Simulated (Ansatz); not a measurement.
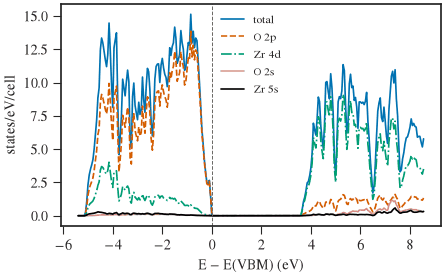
Figure: Total and projected density of states of ZrO2 in space group P2_1/c (No. 14; Zr on 4e, O on 4e, O on 4e), plane-wave PAW PBEsol (Ansatz code)

Task: Which orbitals carry the states next to the gap?

Result: Top 1 eV of the valence band: O 2p 93 %. Bottom 1 eV of the conduction band: Zr 4d 84 %, O 2p 12 %. Projections are on Löwdin-orthogonalised atomic valence shells; empty p or d shells of many metals are not among them.

Task: Where is the tallest occupied peak in this window, and what makes it?

Result: Near -0.8 eV, about 15 states/eV per cell; the largest projected share is O 2p.

Symmetry was held in the PBEsol relaxation. No spin polarisation was allowed. Spin–orbit coupling is left out wherever it is not named.

Potentials: the earlier of the program's two PAW sets. The files were generated under PBE; for other functionals the program regenerates the frozen cores, and for LDA and PBEsol the local potential too.
